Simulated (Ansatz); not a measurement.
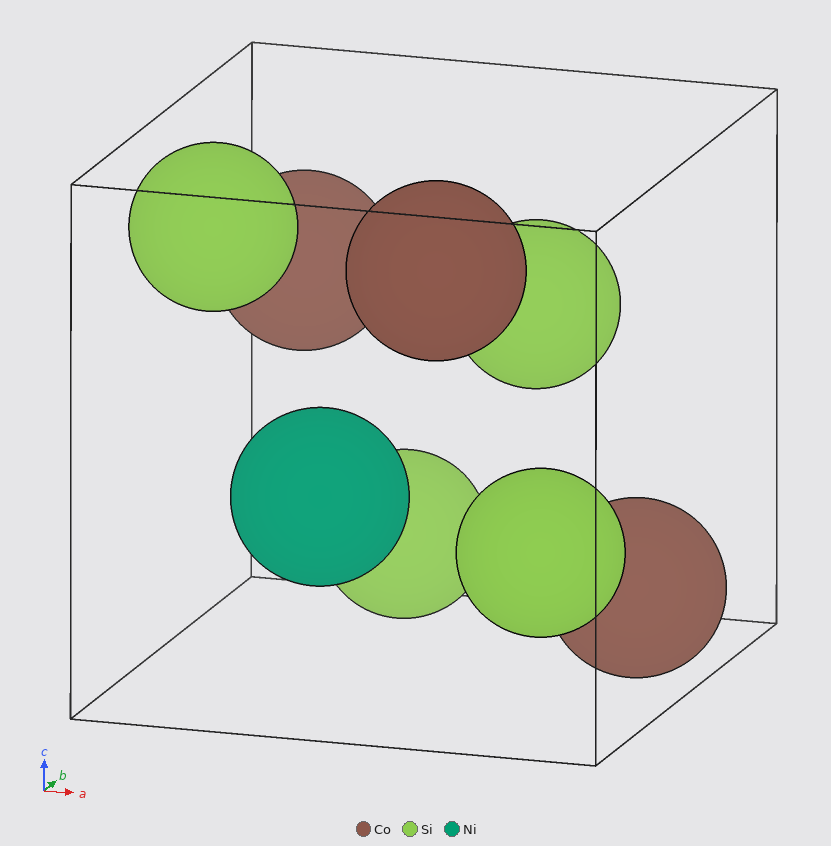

An orthographic spheres-only view of the structure, slightly off an axis. Lines trace the edges of the simulation cell.

```yaml
crystal:
  lattice:
    - [3.13949, 1.81259, 2.57598]
    - [-3.13949, 1.81259, 2.57598]
    - [0.00000, -3.62518, 2.57598]
  atoms:
    - { symbol: Co, position: [0.64376, 0.14954, 0.85552] }
    - { symbol: Co, position: [0.85552, 0.64376, 0.14954] }
    - { symbol: Co, position: [0.14954, 0.85552, 0.64376] }
    - { symbol: Si, position: [0.34456, 0.84256, 0.15240] }
    - { symbol: Si, position: [0.65872, 0.65872, 0.65872] }
    - { symbol: Si, position: [0.15240, 0.34456, 0.84256] }
    - { symbol: Si, position: [0.84256, 0.15240, 0.34456] }
    - { symbol: Ni, position: [0.35294, 0.35294, 0.35294] }
```

Electronic-structure method: DFT PBE, scalar-relativistic, plane waves, PAW (Ansatz 0.2.0). Parameters: wavefunction cutoff 420 eV, k-grid 12×12×12, Gaussian smearing of 0.1 eV, no spin polarisation (a spin-restricted run, not always the ground state).

Q: List the Bader charges.

A: Co -0.39 e; Si +0.39 e; Ni -0.37 e.

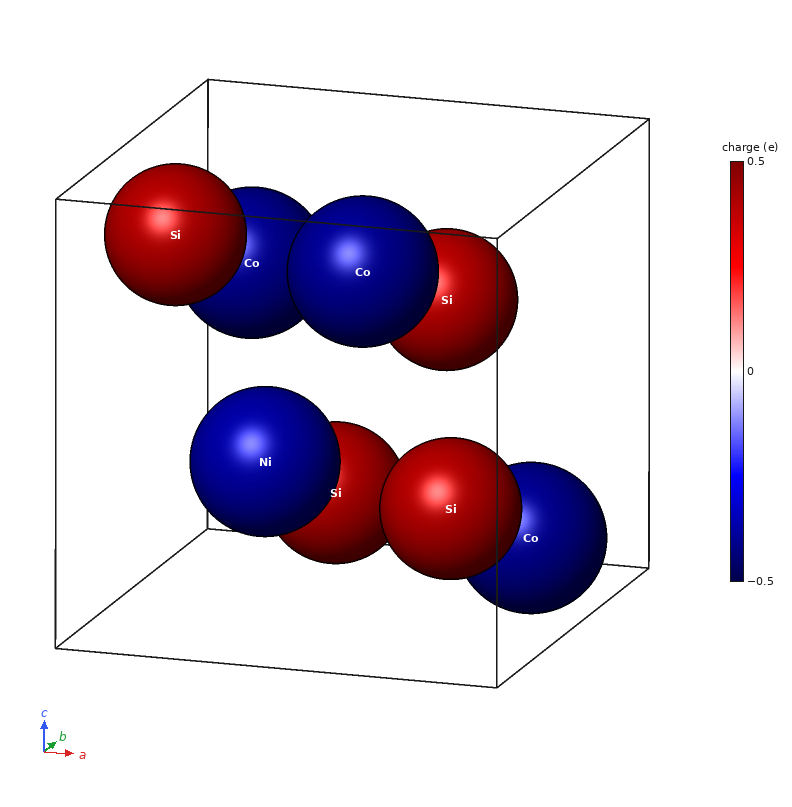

The atoms coloured by those charges.

It goes back to a structure type filled with these elements by a generator (whether the compound takes this form wasn't checked). Earlier steps of the study may have refined or changed the cell and positions. It was run through Ansatz as a DFT input.
